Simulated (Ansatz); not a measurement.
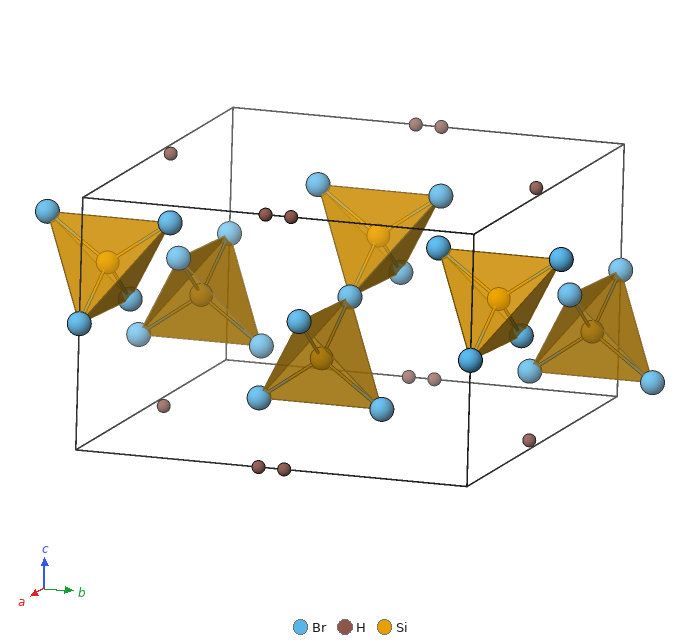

Polyhedra are drawn about Si (bonds: Br–Si below 2.8 Å); other atoms are plain spheres.

Si₂H₂Br₇ (space group C2/m, No. 12). Coordinates: coordinates from a relaxation with DFT, PAW plane waves, pbesol (Ansatz 0.2.0); the starting structure was generated, so it need not be a known form of this composition.

Sharing among the drawn polyhedra:

| site | polyhedron | corner-sharing neighbours | edge-sharing | face-sharing | bond (Å) |
| --- | --- | --- | --- | --- | --- |
| Si | SiBr4 tetrahedron | 1 | 0 | 0 | 2.21–2.47 |

They form finite groups of two corner-sharing tetrahedra.
